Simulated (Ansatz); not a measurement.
Partial pair distribution functions of a relaxed model of amorphous Si$_{30}$N$_{42}$Ca$_{3}$, broadened by 0.06 Å; density 3.00 g/cm³. Calculation: PBE, scalar-relativistic without spin-orbit coupling (plane waves to 420 eV, PAW; Ansatz, a program for electronic structure).

It comes from a melt-quench run on a machine-learned potential (CHGNet), relaxed afterwards by DFT. N atoms were pushed apart under 1.9 Å during the dynamics, to hinder bonds among them. The hot cell started wider than the set density and was brought back towards it in steps. It is the lowest in DFT energy of 2 quenches. It is a model cell: composition and starting density were chosen by hand, and all elements were melted together. No dispersion term was used. Its density started from a set value of 3.00 and ended at 3.00 g/cm³. Cooling (nominally 450 K/ps over its main leg) ran many orders faster than in experiment, which tends to leave more defects and strain. A cell of this size samples the disorder only roughly. The volume was held where the preparation left it and the shape relaxed, at a PBE pressure of 5.5 GPa. Stress components on the final sampling reach 5.6 GPa.

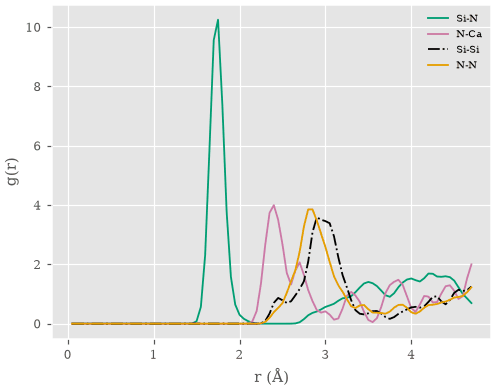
Figure. Partial pair distribution functions

Highest peaks under 4.5 Å: Si-N near 1.75 Å, N-Ca near 2.40 Å, Si-Si near 2.90 Å, N-N near 2.80 Å; pairs of few atoms are noisy.

Within 2.16 Å each Si has 4.00 N neighbours on average.
